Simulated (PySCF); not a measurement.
## A study: F₂Si, SMILES `F[Si]F`

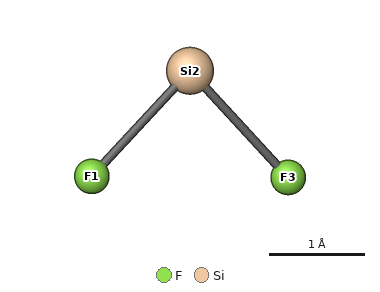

The molecule, with its atoms numbered as below. No frequency check shows the geometry to be a minimum.

Geometry (Å), atoms numbered from 1:

```
F1       1.1683    0.4888    0.0000
Si2      0.0001   -0.6283    0.0000
F3      -1.1685    0.4886    0.0000
```

Part 1: Bonding charge

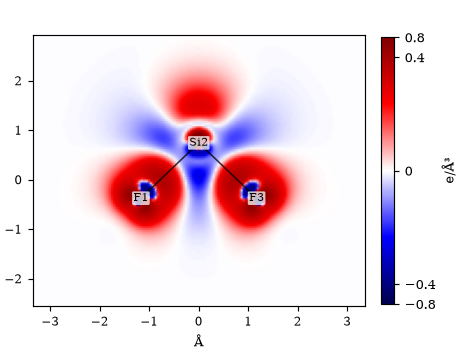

Deformation density (molecule less spherical, spin-averaged free atoms) in the molecular plane; colour scale in e/Å³, logarithmic beyond ±0.1; red: gain, blue: loss.

Level of theory: BP86/cc-pVTZ (PySCF), at a geometry from GFN2-xTB.

How much density has each bond in this plane gained at its critical point, relative to the free atoms?

Answer. F1–Si2 and Si2–F3: +0.06 e/Å³ at the bond critical point (bond length 1.62 Å, Mayer order 1.2); up to 0.6 Å beside the axis the gain reaches +0.33 e/Å³. In all, 0.7 electrons gather in the regions of gain relative to the promolecule. A small or negative value marks a very polar bond, one between electron-rich atoms, whose free-atom densities already overlap strongly, a long bond to a heavier atom, or a closed-shell contact such as a hydrogen bond.

Part 2: Bond critical points

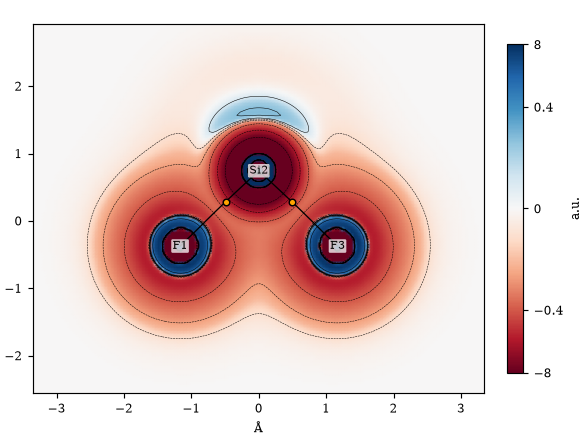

Negative Laplacian of the density (−∇²ρ) in the molecular plane (blue positive, red negative, colour scale in a.u., logarithmic beyond ±0.04), with bond paths and bond critical points (dots).

At which bond critical points in this plane is charge locally concentrated, and at which depleted?

Answer. At none is it concentrated. Depleted (∇²ρ > 0): F1–Si2 and Si2–F3 (+0.99 a.u., H = −0.040).

Where along F1–Si2 does the critical point lie?

Answer. 0.94 Å from F1 and 0.67 Å from Si2.

Part 3: Electrostatic potential

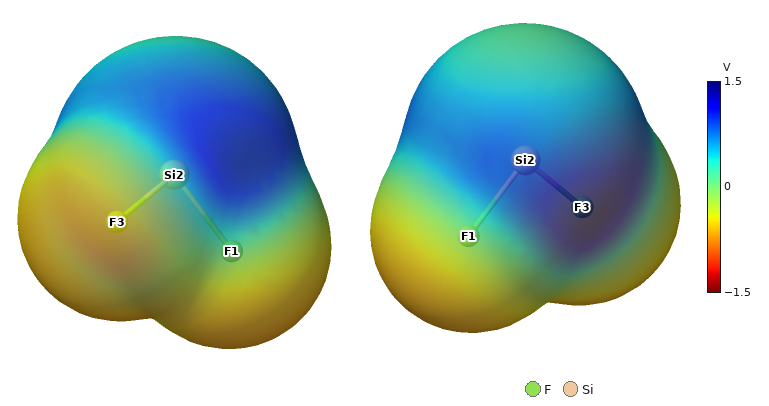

Electrostatic potential on the surface of electron density 0.001 a.u. (back view left, front view right).

Where are the extremes of the potential on the surface?

Answer. Highest: 1.40 V, off the molecular plane, over Si2 (2.1 Å), and at like points elsewhere. Lowest: −0.72 V, 1.7 Å from F3, and at like points elsewhere. Further minima include 0.11 V, 2.3 Å from Si2. The surface is sampled at points, so like sites can differ by a few per cent and only the strongest of them is named.

Part 4: Excited states

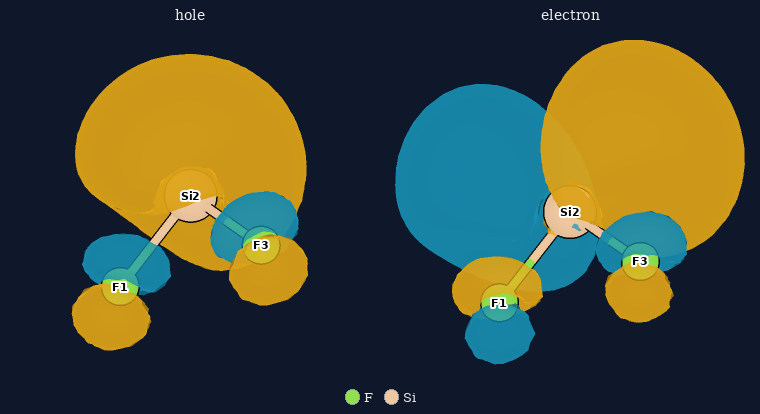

Leading natural transition orbital pair of T₂ (TDA triplet states); the surfaces enclose about 85 % of each orbital's density.

Level of theory: CAM-B3LYP/def2-SVPD (PySCF), at a geometry from GFN2-xTB.

Where does the state lie, and where do hole and electron sit?

Answer. 5.81 eV (214 nm), spin-forbidden from the singlet ground state, partly diffuse acceptor orbital; the leading pair carries 100 %; hole on Si2 (83 %) and F1 and F3 (9 % each), electron on Si2 (84 %) and F1 and F3 (8 % each) (atom shares of so diffuse an orbital are rough); their centroids lie 0.1 Å apart. In canonical orbitals it is mainly HOMO → LUMO+1 (95 %). The HOMO–LUMO gap is 8.87 eV.

Part 5: Removing or adding an electron

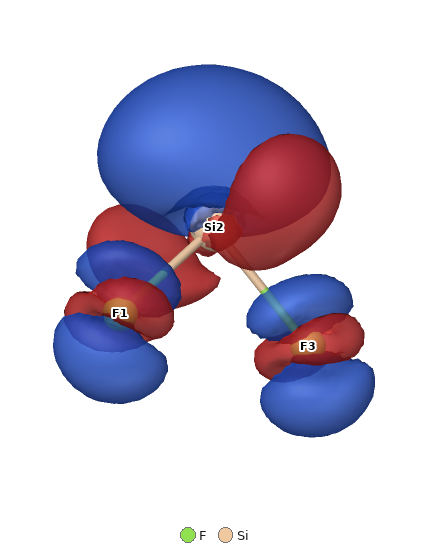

Dual descriptor f⁺ − f⁻ at ±0.02 e/Å³ (red positive, blue negative).

Computed with PySCF, PBE/6-31+G*, geometry: GFN2-xTB.

Which atoms come out as electrophilic, and which as nucleophilic?

Answer. Electrophilic (positive): Si2 (+0.14). Nucleophilic (negative): F1 and F3 (−0.07). f⁻ (Hirshfeld-condensed) is largest on Si2 (0.68); the vertical ionisation energy is 11.21 eV. f⁺ (Hirshfeld-condensed) is largest on Si2 (0.83); the vertical electron affinity is 0.34 eV (the stability of the anion's solution wasn't checked; the anion's highest orbital has positive energy, so this value and f⁺ depend on the basis).

Part 6: Localised orbitals

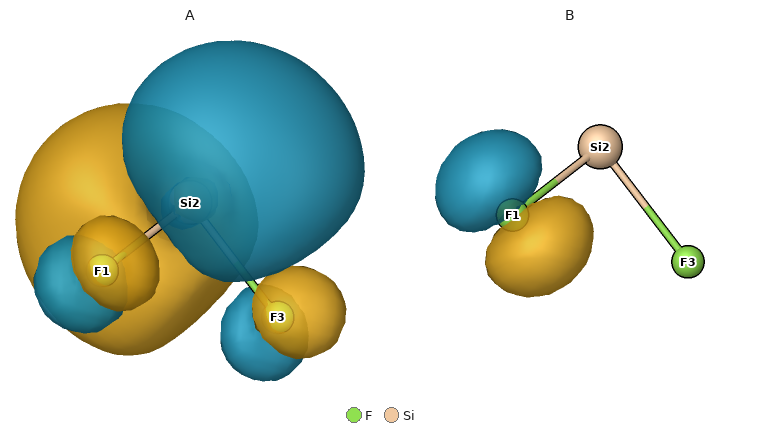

Intrinsic bond orbitals (IBO), occupied and valence-virtual; each surface holds about 80 % of the orbital's density. Energies are diagonal elements of the Fock matrix.

PySCF calculation, PBE0/def2-SVP, gas phase; geometry: GFN2-xTB.

What does each orbital represent in a Lewis picture?

Answer. By panel:
- A: π* orbital Si2–F1, mostly on Si2 (Si2 87 %, F1 6 %, F3 6 %; −1.9 eV)
- B: lone pair on F1 (p-type) (F1 97 %; −12.2 eV)

Part 7: Stretching a bond

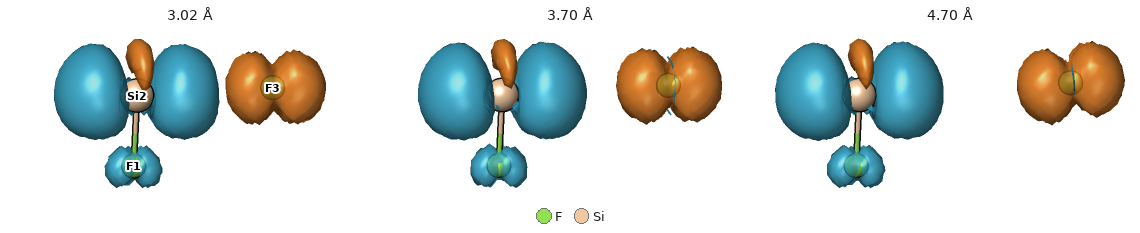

Rigid stretch of the Si2–F3 bond. Broken-symmetry UHF spin density at ±0.03 e/Å³ (light blue: α, orange: β).

Computed with PySCF, def2-SVP basis, geometry: GFN2-xTB.

How does the broken-symmetry solution share the spin, and how far is it from a pure singlet?

Answer. At 4.70 Å excess α spin lies mostly on Si2 and excess β on F3; the two could be swapped at no cost. ⟨S²⟩ is 0.93 at 3.02 Å, 1.01 at 3.70 Å and 1.02 at 4.70 Å, against 0 for a pure singlet and 1 for an equal mix of singlet and triplet.

Where does the UHF solution part from RHF?

Answer. Between 2.27 Å (⟨S²⟩ = 0, the two coincide) and 2.60 Å (⟨S²⟩ = 0.57); at 4.70 Å ⟨S²⟩ is 1.02 and UHF lies 3.9 eV below RHF.

How much energy does the stretch cost?

Answer. By CASSCF, 5.2 eV from the lowest point of the scan (1.68 Å) to 4.70 Å; RHF gives 8.5 eV from its own lowest point. The fragments aren't relaxed and dynamic correlation is missing, so this isn't a bond dissociation energy.

The PySCF runs shown took 7.5 s, 24 s, 41 s, 1.9 s and 38 s on 1 thread of AMD EPYC 7R43 64-Core Processor (Zen 3), with other jobs on the host.
